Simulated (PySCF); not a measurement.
**PF3 (SMILES FP(F)F): levels of theory compared**

We compute a comparison of 5 runs (HF/3-21G, HF/def2-SVP, B3LYP/6-31G*, TPSS/6-311G**, MP2/def2-TZVP) of PF3. Input form: a Python script.

The calculation is run with PySCF 2.14.0.

## (1) The molecule

PF3: 4 atoms, total charge 0, spin state singlet. SMILES: `FP(F)F`. The coordinates come from a PBE0-D4/def2-TZVP relaxation.

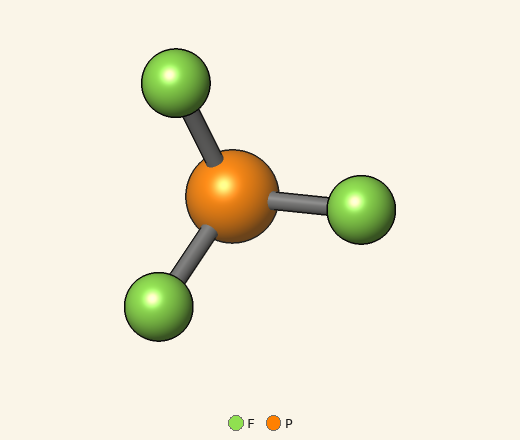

The structure, seen from a chosen angle (fluorine green, phosphorus orange).

## (2) Energy and forces at HF/3-21G (run 1)

File job.py:

```python
import pyscf.grad
from pyscf import gto

molecule = gto.Mole()
molecule.atom = '''
F        0.834400      -0.663200       0.874500
P       -0.297500       0.314600       0.392300
F       -1.061900      -0.696500      -0.536900
F        0.525000       1.045200      -0.730000
'''
molecule.max_memory = 1860
molecule.spin = 0
molecule.basis = '3-21g'
molecule.verbose = 4
molecule.build()

myscf = molecule.RHF()
myscf.conv_tol = 1e-10
myscf.kernel()
if not myscf.converged:
    myscf = myscf.newton().run(myscf.mo_coeff, myscf.mo_occ)

energy = myscf.e_tot
print(f'total energy: {energy:.8f} hartree')
grad = myscf.Gradients().kernel()
myscf.analyze()
```

On the command line:

```
OMP_NUM_THREADS=1 python job.py
```

The program printed:

```text
PySCF version 2.14.0

[INPUT] num. atoms = 4
[INPUT] num. electrons = 42
[INPUT] charge = 0
[INPUT] spin (= nelec alpha-beta = 2S) = 0
[INPUT] symmetry False subgroup None
[INPUT] Mole.unit = angstrom
[INPUT] Symbol           X                Y                Z      unit          X                Y                Z       unit  Magmom
[INPUT]  1 F      0.834400000000  -0.663200000000   0.874500000000 AA    1.576787478337  -1.253266365812   1.652565495932 Bohr   0.0
[INPUT]  2 P     -0.297500000000   0.314600000000   0.392300000000 AA   -0.562193522058   0.594507838788   0.741339558667 Bohr   0.0
[INPUT]  3 F     -1.061900000000  -0.696500000000  -0.536900000000 AA   -2.006700171676  -1.316194245760  -1.014593956279 Bohr   0.0
[INPUT]  4 F      0.525000000000   1.045200000000  -0.730000000000 AA    0.992106215397   1.975141745395  -1.379500070932 Bohr   0.0

nuclear repulsion = 190.762092590798
number of shells = 22
number of NR pGTOs = 72
number of NR cGTOs = 40
basis = 3-21g
ecp = {}

[... 50 lines left out ...]
Total Energy =                        -635.771085016643156
[... 4 lines left out ...]
DFT Exchange-Correlation Energy =      -53.033802295721841
[... 6 lines left out ...]
MO #5   energy= -7.65653066705912  occ= 2
[... 4 lines left out ...]
MO #10  energy= -1.6200441114197   occ= 2
[... 4 lines left out ...]
MO #15  energy= -0.743032711841245 occ= 2
[... 4 lines left out ...]
MO #20  energy= -0.644739663656138 occ= 2
[... 4 lines left out ...]
MO #25  energy= 0.510381709330276  occ= 0
[... 4 lines left out ...]
MO #30  energy= 2.09730763334069   occ= 0
[... 4 lines left out ...]
MO #35  energy= 2.39244036894306   occ= 0
[... 4 lines left out ...]
MO #40  energy= 4.28052471309515   occ= 0
[... 8 lines left out ...]
pop of  0 F 3px           0.00144
pop of  0 F 3py           0.00127
pop of  0 F 3pz           0.00084
pop of  1 P 1s            1.99994
pop of  1 P 2s            1.99287
pop of  1 P 3s            1.59346
pop of  1 P 4s            0.02699
pop of  1 P 2px           1.99971
pop of  1 P 2py           1.99971
pop of  1 P 2pz           1.99972
pop of  1 P 3px           0.62343
pop of  1 P 3py           0.64238
pop of  1 P 3pz           0.74218
pop of  1 P 4px           0.02359
pop of  1 P 4py           0.02330
pop of  1 P 4pz           0.02180
pop of  2 F 1s            1.99988
pop of  2 F 2s            1.86128
pop of  2 F 3s            0.00299
pop of  2 F 2px           1.88712
pop of  2 F 2py           1.83107
pop of  2 F 2pz           1.85109
pop of  2 F 3px           0.00093
pop of  2 F 3py           0.00131
pop of  2 F 3pz           0.00131
pop of  3 F 1s            1.99988
pop of  3 F 2s            1.86126
pop of  3 F 3s            0.00299
pop of  3 F 2px           1.86535
pop of  3 F 2py           1.89319
pop of  3 F 2pz           1.81075
pop of  3 F 3px           0.00109
pop of  3 F 3py           0.00092
pop of  3 F 3pz           0.00154
 ** Mulliken atomic charges  **
charge of    0F =     -0.43697
charge of    1P =      1.31092
charge of    2F =     -0.43698
charge of    3F =     -0.43697
Dipole moment(X, Y, Z, Debye): -1.10713,  1.17092,  1.46034
```

It took 2.5 s on 1 thread of Intel Xeon at 2.50GHz (Skylake/Cascade Lake), shared host; peak memory 0.12 GiB.

## (3) Energy and forces at HF/def2-SVP (run 2)

File calc.py:

```python
from pyscf import gto

mol = gto.M(
    atom='F 0.834400 -0.663200 0.874500; P -0.297500 0.314600 0.392300; F -1.061900 -0.696500 -0.536900; F 0.525000 1.045200 -0.730000',
    max_memory=1860,
    charge=0,
    spin=0,
    basis='def2-svp',
    verbose=4,
)

mf = mol.RHF()
mf.conv_tol = 1e-10
mf.kernel()
if not mf.converged:
    mf = mf.newton().run(mf.mo_coeff, mf.mo_occ)

e_final = mf.e_tot
print('E = %.10f Eh' % e_final)
grad = mf.nuc_grad_method().kernel()
mf.analyze()
```

On the command line:

```
OMP_NUM_THREADS=1 python calc.py
```

The program printed:

```text
PySCF version 2.14.0

[INPUT] num. atoms = 4
[INPUT] num. electrons = 42
[INPUT] charge = 0
[INPUT] spin (= nelec alpha-beta = 2S) = 0
[INPUT] symmetry False subgroup None
[INPUT] Mole.unit = angstrom
[INPUT] Symbol           X                Y                Z      unit          X                Y                Z       unit  Magmom
[INPUT]  1 F      0.834400000000  -0.663200000000   0.874500000000 AA    1.576787478337  -1.253266365812   1.652565495932 Bohr   0.0
[INPUT]  2 P     -0.297500000000   0.314600000000   0.392300000000 AA   -0.562193522058   0.594507838788   0.741339558667 Bohr   0.0
[INPUT]  3 F     -1.061900000000  -0.696500000000  -0.536900000000 AA   -2.006700171676  -1.316194245760  -1.014593956279 Bohr   0.0
[INPUT]  4 F      0.525000000000   1.045200000000  -0.730000000000 AA    0.992106215397   1.975141745395  -1.379500070932 Bohr   0.0

nuclear repulsion = 190.762092590798
number of shells = 26
number of NR pGTOs = 108
number of NR cGTOs = 60
basis = def2-svp
ecp = {}

[... 37 lines left out ...]
converged SCF energy = -638.784282824837
[... 17 lines left out ...]
DFT Exchange-Correlation Energy =      -52.982400224096295
[... 7 lines left out ...]
MO #6   energy= -5.56625349934754  occ= 2
[... 5 lines left out ...]
MO #12  energy= -0.919172669951768 occ= 2
[... 5 lines left out ...]
MO #18  energy= -0.679177479543423 occ= 2
[... 5 lines left out ...]
MO #24  energy= 0.324840667119237  occ= 0
[... 5 lines left out ...]
MO #30  energy= 0.783399934745666  occ= 0
[... 5 lines left out ...]
MO #36  energy= 1.43120126641329   occ= 0
[... 5 lines left out ...]
MO #42  energy= 1.65167626649144   occ= 0
[... 5 lines left out ...]
MO #48  energy= 3.38246491667498   occ= 0
[... 5 lines left out ...]
MO #54  energy= 3.40595110947184   occ= 0
[... 5 lines left out ...]
MO #60  energy= 4.0004150543841    occ= 0
[... 28 lines left out ...]
pop of  1 P 4pz           0.01425
pop of  1 P 3dxy          0.01813
pop of  1 P 3dyz          0.01740
pop of  1 P 3dz^2         0.01427
pop of  1 P 3dxz          0.01720
pop of  1 P 3dx2-y2       0.01445
pop of  2 F 1s            1.99998
pop of  2 F 2s            1.84381
pop of  2 F 3s            0.00205
pop of  2 F 2px           1.89731
pop of  2 F 2py           1.85013
pop of  2 F 2pz           1.86646
pop of  2 F 3px           0.00126
pop of  2 F 3py           0.00124
pop of  2 F 3pz           0.00148
pop of  2 F 3dxy          0.00159
pop of  2 F 3dyz          0.00206
pop of  2 F 3dz^2         0.00095
pop of  2 F 3dxz          0.00140
pop of  2 F 3dx2-y2       0.00095
pop of  3 F 1s            1.99998
pop of  3 F 2s            1.84379
pop of  3 F 3s            0.00205
pop of  3 F 2px           1.87921
pop of  3 F 2py           1.90232
pop of  3 F 2pz           1.83237
pop of  3 F 3px           0.00124
pop of  3 F 3py           0.00130
pop of  3 F 3pz           0.00144
pop of  3 F 3dxy          0.00110
pop of  3 F 3dyz          0.00178
pop of  3 F 3dz^2         0.00133
pop of  3 F 3dxz          0.00206
pop of  3 F 3dx2-y2       0.00068
 ** Mulliken atomic charges  **
charge of    0F =     -0.47065
charge of    1P =      1.41198
charge of    2F =     -0.47067
charge of    3F =     -0.47066
Dipole moment(X, Y, Z, Debye): -0.79051,  0.83629,  1.04300
```

Wall time 5.1 s (1 thread of Intel Xeon at 2.50GHz (Skylake/Cascade Lake), shared host); peak memory 0.13 GiB.

Run 3 isn't shown in full; the table further down has it.

## (4) Energy and forces at TPSS/6-311G(d,p) (run 4)

File calc.py:

```python
import pyscf.grad
from pyscf import gto, dft

mol = gto.M(
    atom='''
F      1.576787    -1.253266     1.652565
P     -0.562194     0.594508     0.741340
F     -2.006700    -1.316194    -1.014594
F      0.992106     1.975142    -1.379500
''',
    max_memory=1860,
    spin=0,
    unit='bohr',
    verbose=3,
    basis='6-311g**',
)

mf = dft.RKS(mol, xc='tpss')
mf.grids.level = 5
mf.conv_tol = 1e-10
mf.kernel()
if not mf.converged:
    mf = mf.newton().run(mf.mo_coeff, mf.mo_occ)

etot = mf.e_tot
print('E(%s) = %.9f' % ('TPSS', etot))
grad = mf.Gradients().kernel()
mf.analyze()
```

On the command line:

```
OMP_NUM_THREADS=1 python calc.py
```

The program printed:

```text
converged SCF energy = -641.091636066328
E(TPSS) = -641.091636066
--------------- RKS gradients ---------------
         x                y                z
0 F    -0.0186395115     0.0160421345    -0.0086935720
1 P     0.0187762462    -0.0198043859    -0.0246997718
2 F     0.0132652649     0.0165473697     0.0150767703
3 F    -0.0134233920    -0.0127856269     0.0183299811
----------------------------------------------
**** MO energy ****
MO #1   energy= -76.7299386882713  occ= 2
MO #2   energy= -24.4384050563456  occ= 2
MO #3   energy= -24.4383950831912  occ= 2
MO #4   energy= -24.4383783117614  occ= 2
MO #5   energy= -6.50456189134721  occ= 2
MO #6   energy= -4.68432760009548  occ= 2
MO #7   energy= -4.6843273304174   occ= 2
MO #8   energy= -4.67564454258842  occ= 2
MO #9   energy= -1.20994537950924  occ= 2
MO #10  energy= -1.15773676429125  occ= 2
MO #11  energy= -1.15771523465229  occ= 2
MO #12  energy= -0.619120885674121 occ= 2
MO #13  energy= -0.510323524890097 occ= 2
MO #14  energy= -0.510316133924876 occ= 2
MO #15  energy= -0.476067393372061 occ= 2
MO #16  energy= -0.433539033280128 occ= 2
MO #17  energy= -0.433531327438274 occ= 2
MO #18  energy= -0.395423317002695 occ= 2
MO #19  energy= -0.395412054181569 occ= 2
MO #20  energy= -0.381131471247973 occ= 2
MO #21  energy= -0.289439853266501 occ= 2
MO #22  energy= -0.0344649445057877 occ= 0
MO #23  energy= -0.0344612182514752 occ= 0
MO #24  energy= 0.0648222707026918 occ= 0
MO #25  energy= 0.174806900730629  occ= 0
MO #26  energy= 0.174812131638527  occ= 0
MO #27  energy= 0.17855454097177   occ= 0
MO #28  energy= 0.283527527838885  occ= 0
MO #29  energy= 0.544102549150783  occ= 0
MO #30  energy= 0.544108282802701  occ= 0
MO #31  energy= 0.563666808781306  occ= 0
MO #32  energy= 0.818072246968336  occ= 0
MO #33  energy= 0.818105334813457  occ= 0
MO #34  energy= 0.893092452533714  occ= 0
MO #35  energy= 0.909708727615056  occ= 0
MO #36  energy= 0.909722418594399  occ= 0
MO #37  energy= 0.971457744183422  occ= 0
MO #38  energy= 0.971459611436876  occ= 0
MO #39  energy= 1.03138586455747   occ= 0
MO #40  energy= 1.04035895633253   occ= 0
MO #41  energy= 1.12114646529019   occ= 0
MO #42  energy= 1.12114960864332   occ= 0
MO #43  energy= 1.38464116317006   occ= 0
MO #44  energy= 1.44942135563399   occ= 0
MO #45  energy= 1.44943096974462   occ= 0
MO #46  energy= 1.47963587314505   occ= 0
MO #47  energy= 1.47964417657042   occ= 0
MO #48  energy= 1.77258431214986   occ= 0
MO #49  energy= 3.64214128916978   occ= 0
MO #50  energy= 3.67887327739745   occ= 0
MO #51  energy= 3.67888367988668   occ= 0
MO #52  energy= 3.68569582794335   occ= 0
MO #53  energy= 3.68621342726588   occ= 0
MO #54  energy= 3.68656667860762   occ= 0
MO #55  energy= 3.68656873483325   occ= 0
MO #56  energy= 3.69176205607783   occ= 0
MO #57  energy= 3.69176596958442   occ= 0
MO #58  energy= 3.79199628871318   occ= 0
MO #59  energy= 3.79199971016907   occ= 0
MO #60  energy= 3.82140725128378   occ= 0
MO #61  energy= 3.87618688564248   occ= 0
MO #62  energy= 4.16510848079052   occ= 0
MO #63  energy= 4.16515015475128   occ= 0
MO #64  energy= 5.85457158542826   occ= 0
MO #65  energy= 5.88649790940862   occ= 0
MO #66  energy= 5.88650270086503   occ= 0
MO #67  energy= 5.93720696190595   occ= 0
MO #68  energy= 5.98735666427568   occ= 0
MO #69  energy= 5.98736035016366   occ= 0
MO #70  energy= 6.02294473487224   occ= 0
MO #71  energy= 6.12731399142234   occ= 0
MO #72  energy= 6.12731541161994   occ= 0
MO #73  energy= 6.79552884341993   occ= 0
MO #74  energy= 13.6135375165147   occ= 0
MO #75  energy= 13.6135591565792   occ= 0
MO #76  energy= 13.6219130568358   occ= 0
MO #77  energy= 66.6473633945619   occ= 0
MO #78  energy= 66.6473722375299   occ= 0
MO #79  energy= 66.7452972535496   occ= 0
MO #80  energy= 162.832630365759   occ= 0
 ** Mulliken atomic charges  **
charge of    0F =     -0.40196
charge of    1P =      1.20590
charge of    2F =     -0.40198
charge of    3F =     -0.40196
Dipole moment(X, Y, Z, Debye): -0.57210,  0.60531,  0.75493
```

Run time: 36 s. Hardware: 1 thread of Intel Xeon at 2.50GHz (Skylake/Cascade Lake), shared host; peak memory 0.81 GiB.

## (5) Energy and gradient at MP2/def2-TZVP (run 5)

File input.py:

```python
# FP(F)F
import pyscf.grad
from pyscf import gto, mp

system = gto.Mole()
system.atom = [
    ('F', (0.834400, -0.663200, 0.874500)),
    ('P', (-0.297500, 0.314600, 0.392300)),
    ('F', (-1.061900, -0.696500, -0.536900)),
    ('F', (0.525000, 1.045200, -0.730000)),
]
system.spin = 0
system.max_memory = 1860
system.verbose = 4
system.basis = 'def2-tzvp'
system.charge = 0
system.build()

myscf = system.RHF()
myscf.conv_tol = 1e-10
myscf.kernel()
if not myscf.converged:
    myscf = myscf.newton().run(myscf.mo_coeff, myscf.mo_occ)

pt = mp.MP2(myscf, frozen=8).run()
e_tot = pt.e_tot
print('E = %.10f Eh' % e_tot)
grad = pt.Gradients().kernel()
dip = myscf.dip_moment()
pop, q = myscf.mulliken_pop()
```

On the command line:

```
OMP_NUM_THREADS=1 python input.py
```

The program printed:

```text
PySCF version 2.14.0

[INPUT] num. atoms = 4
[INPUT] num. electrons = 42
[INPUT] charge = 0
[INPUT] spin (= nelec alpha-beta = 2S) = 0
[INPUT] symmetry False subgroup None
[INPUT] Mole.unit = angstrom
[INPUT] Symbol           X                Y                Z      unit          X                Y                Z       unit  Magmom
[INPUT]  1 F      0.834400000000  -0.663200000000   0.874500000000 AA    1.576787478337  -1.253266365812   1.652565495932 Bohr   0.0
[INPUT]  2 P     -0.297500000000   0.314600000000   0.392300000000 AA   -0.562193522058   0.594507838788   0.741339558667 Bohr   0.0
[INPUT]  3 F     -1.061900000000  -0.696500000000  -0.536900000000 AA   -2.006700171676  -1.316194245760  -1.014593956279 Bohr   0.0
[INPUT]  4 F      0.525000000000   1.045200000000  -0.730000000000 AA    0.992106215397   1.975141745395  -1.379500070932 Bohr   0.0

nuclear repulsion = 190.762092590798
number of shells = 46
number of NR pGTOs = 201
number of NR cGTOs = 130
basis = def2-tzvp
ecp = {}

[... 39 lines left out ...]
converged SCF energy = -639.317883538049
[... 16 lines left out ...]
Dipole moment(X, Y, Z, Debye): -0.63705,  0.67406,  0.84067
[... 96 lines left out ...]
pop of  2 F 4f+0          0.00005
pop of  2 F 4f+1          0.00004
pop of  2 F 4f+2          0.00006
pop of  2 F 4f+3          0.00005
pop of  3 F 1s            0.77356
pop of  3 F 2s            1.20005
pop of  3 F 3s            0.59283
pop of  3 F 4s            1.01971
pop of  3 F 5s            0.32452
pop of  3 F 2px           0.75010
pop of  3 F 2py           0.76134
pop of  3 F 2pz           0.72679
pop of  3 F 3px           0.77100
pop of  3 F 3py           0.77961
pop of  3 F 3pz           0.75517
pop of  3 F 4px           0.29262
pop of  3 F 4py           0.29943
pop of  3 F 4pz           0.26489
pop of  3 F 3dxy          0.00012
pop of  3 F 3dyz          0.00018
pop of  3 F 3dz^2         0.00013
pop of  3 F 3dxz          0.00021
pop of  3 F 3dx2-y2       0.00007
pop of  3 F 4dxy          0.00199
pop of  3 F 4dyz          0.00326
pop of  3 F 4dz^2         0.00268
pop of  3 F 4dxz          0.00339
pop of  3 F 4dx2-y2       0.00148
pop of  3 F 4f-3          0.00003
pop of  3 F 4f-2          0.00012
pop of  3 F 4f-1          0.00007
pop of  3 F 4f+0          0.00005
pop of  3 F 4f+1          0.00008
pop of  3 F 4f+2          0.00006
pop of  3 F 4f+3          0.00003
 ** Mulliken atomic charges  **
charge of    0F =     -0.32557
charge of    1P =      0.97677
charge of    2F =     -0.32562
charge of    3F =     -0.32558
```

Run time: 99 s. Hardware: 1 thread of Intel Xeon at 2.50GHz (Skylake/Cascade Lake), shared host; peak memory 1.9 GiB.

## (6) Overview of the runs

```csv
run,level,integration grid,frozen core orbitals,energy (Eh),dipole moment (D) of the reference,HOMO energy (eV),LUMO energy (eV),wall time
1,HF/3-21G,–,–,-635.771085,2.17,-12.76,4.45,2.5 s
2,HF/def2-SVP,–,–,-638.784283,1.55,-12.72,4.22,5.1 s
3,B3LYP/6-31G* (spherical functions),5,–,-640.949426,0.97,-8.63,0.15,26 s
4,TPSS/6-311G**,5,–,-641.091636,1.12,-7.88,-0.94,36 s
5,MP2/def2-TZVP,–,8,-640.204144,1.25,-12.63,3.41,99 s
```

## (7) What came out

```
                                          quantity          value
                               run 5: total energy  -640.20414 Eh
       run 5: dipole moment (Hartree–Fock density)         1.25 D
        run 5: HOMO energy (Hartree–Fock orbitals)      -12.63 eV
        run 5: LUMO energy (Hartree–Fock orbitals)        3.41 eV
      run 5: HOMO–LUMO gap (Hartree–Fock orbitals)       16.04 eV
run 5: correlation energy (8 core orbitals frozen)     -886.3 mEh
                   run 5: largest force on an atom     0.055 eV/Å
```

What this shows: Over runs 1, 2, 3, 4 the dipole moment (its size) runs from 0.97 D (B3LYP/6-31G*) to 2.17 D (HF/3-21G). The two ends differ in method and basis. Over runs 1, 2, 3, 4 the HOMO–LUMO gap runs from 6.94 eV (TPSS/6-311G**) to 17.21 eV (HF/3-21G). Totals of different functionals can't be ranked against each other. All runs together took 2.8 min, the longest 99 s.
